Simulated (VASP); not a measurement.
Band structure of Eu (bcc). These are optB86b-vdW, VASP's PBE PAW potentials (set 64) (plane waves; VASP) values and carry that method's errors.

The 4f electrons are frozen in the core of the lanthanide potential, so 4f levels, which can set the real gap, and their magnetism are missing.

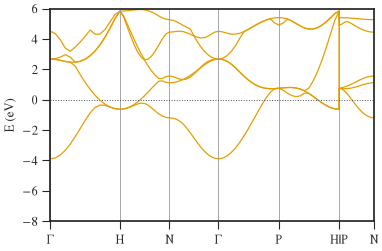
Fig. 1. Bands along high-symmetry lines, zero at the valence-band maximum or, without a gap, the Fermi level

**Question.** Read the plot: is there a gap, and where are the band edges?

**Answer.** It has no gap at this level: it comes out as a metal or semimetal. (Edges off the drawn lines would not show.)

The compound is Eu in the bcc structure. It was relaxed first, which changed the volume by -16 %.
